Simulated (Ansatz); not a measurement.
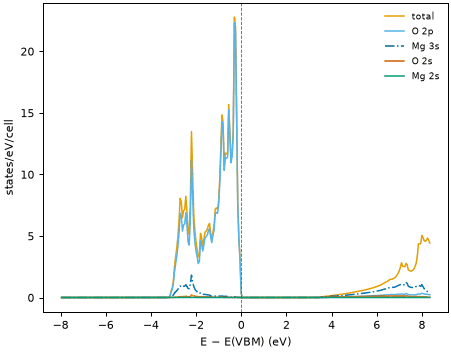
*Total and projected density of states of MgO in space group P4_2/mnm (No. 136; Mg on 4g, O on 4f), the program Ansatz at the PBEsol level (PAW)*

Which orbitals carry the states next to the gap?

Top 1 eV of the valence band: O 2p 97 %. Bottom 1 eV of the conduction band: Mg 3s 62 %, O 2s 25 %, O 2p 10 %. Projections are on Löwdin-orthogonalised atomic valence shells; empty p or d shells of many metals are not among them.

Where is the tallest occupied peak in this window, and what makes it?

Near -0.3 eV, about 23 states/eV per cell; the largest projected share is O 2p.

The start of the workflow was typed in or built on a structure type; neither database checked (COD, Materials Project) lists it. It is not the phase usual at ambient conditions (space group No. 225). The cell was relaxed with PBEsol under the symmetry of its start; its stability against distortions is not shown here.

Potentials: the earlier of the program's two PAW sets. The files were generated under PBE; for other functionals the program regenerates the frozen cores, and for LDA and PBEsol the local potential too.
